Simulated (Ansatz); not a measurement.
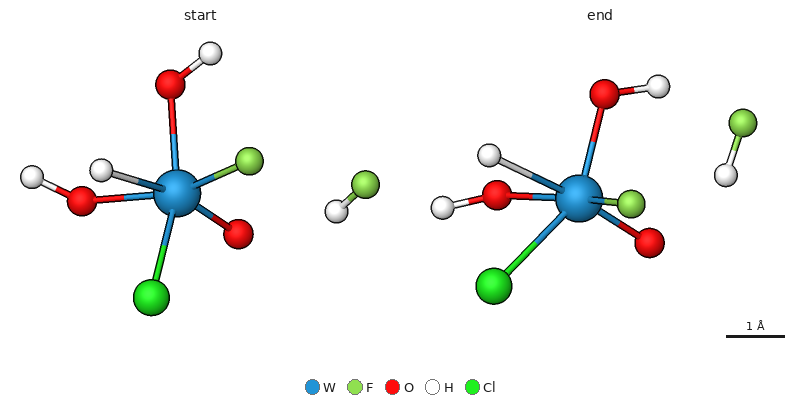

The structure of WH$_{4}$O$_{3}$ClF$_{2}$ (multiplicity 2) before (left) and after (right) a relaxation, at one scale.

The picture is a ball-and-stick view, seen at a tilt.

The run prepares an end point of a later path (reaction) calculation, from a guessed geometry.

Computed with UKS PBE/def2-SVP (Ansatz). Set-up: collinear spin; force threshold 0.03 eV/Å; at most 50 steps.

Q: What changed between the two?

A: An F atom moves most after the best rigid fit: 1.52 Å. Largest moves by element: F 1.52 Å, H 1.06 Å, Cl 1.02 Å, O 0.77 Å, W 0.31 Å. Some distances before and after: F–W 3.273 → 3.351 Å, Cl–W 2.364 → 2.423 Å, O–W 1.920 → 1.870 Å, H–W 2.838 → 2.873 Å. Among the angles between lasting bonds that change: Cl–W–O 102.5° → 114.6°, Cl–W–O 94.0° → 82.8°, O–W–O 86.1° → 94.9°. Groups turn about O–W by about 70°. Over 22 accepted moves (25 points after the start) the energy falls by 40.3 kJ/mol. The largest force component goes from 0.84 to 0.027 eV/Å. The line search rejected the trial steps at points 13, 19, 21 of the run. The forces were under the threshold at step 22, but the run went on from there.
